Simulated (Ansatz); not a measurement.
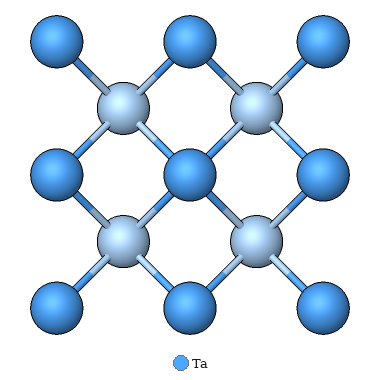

The system is Na on a Ta(100) slab cut from the Im-3m phase, its upper half relaxed before the scan (16 atoms of substrate and one adsorbate in a 2 × 2 cell); the picture shows it without the atoms that are moved over the map. Na is moved over the surface cell; relaxed at each place: the height of the adsorbate's atoms; substrate rigid; the origin of the map has the adsorbate above Ta13. Places are given modulo a cell vector. The map is drawn in real space over the plane of the surface. The grid has 8 × 8 points; 15 points were computed and 49 follow by symmetry. Places are given in fractions of the 1 × 1 surface cell. Energies are in meV, from the lowest grid point. Level of theory: Ansatz, DFT PBE, scalar-relativistic, plane waves, PAW. Settings: cutoff 420 eV, k-mesh 4×4×1, gaussian smearing 0.1 eV, no spin polarisation.

Range: position of Na17 along the first surface vector from 0.000 to 0.875; position of Na17 along the second surface vector from 0.000 to 0.875.

What landscape does the calculation give?

The lowest grid point is at a fourfold hollow over a second-layer Ta atom, (4/8, 4/8) of the cell vectors. No other kind of well shows on this grid. The highest grid point, the top site over a surface Ta atom, (0/8, 0/8) of the cell vectors, lies 324 meV above the lowest. On the interpolated surface the easiest way out of the lowest well to its copy in the next cell or period passes a barrier of about 162 meV. At the lowest point the adsorbate has 4 Ta at 3.46 Å as nearest neighbours, at the highest 1 Ta at 3.09 Å. Its relaxed height above the top atom is 2.55 Å at the lowest and 3.09 Å at the highest point.

```tsv
second ↓, first →	0/8	1/8	2/8	3/8	4/8	5/8	6/8	7/8
7/8	306	289	239	176	144	176	239	289
6/8	257	239	189	126	94	126	189	239
5/8	194	176	126	63	31	63	126	176
4/8	162	144	94	31	0	31	94	144
3/8	194	176	126	63	31	63	126	176
2/8	257	239	189	126	94	126	189	239
1/8	306	289	239	176	144	176	239	289
0/8	324	306	257	194	162	194	257	306
```

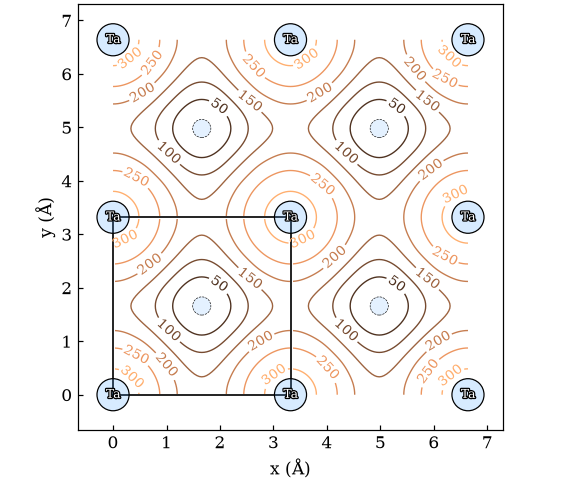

Drawn: contour lines labelled in meV, labelled circles for the atoms of the top layer and small ones for the second layer, the outline of one cell of the 2 × 2 shown. Between grid points the surface is interpolated.

Each point was launched as `ansatz run input.yaml --threads 8 --pin off --max-ram 22528MiB --backend cpu --events-out ev --progress --plain --runs-dir out`. Time for the 15 points that were run: 19 min on 8 threads of Arm Neoverse N1, on a shared host.

PAW datasets: the set soft_1.
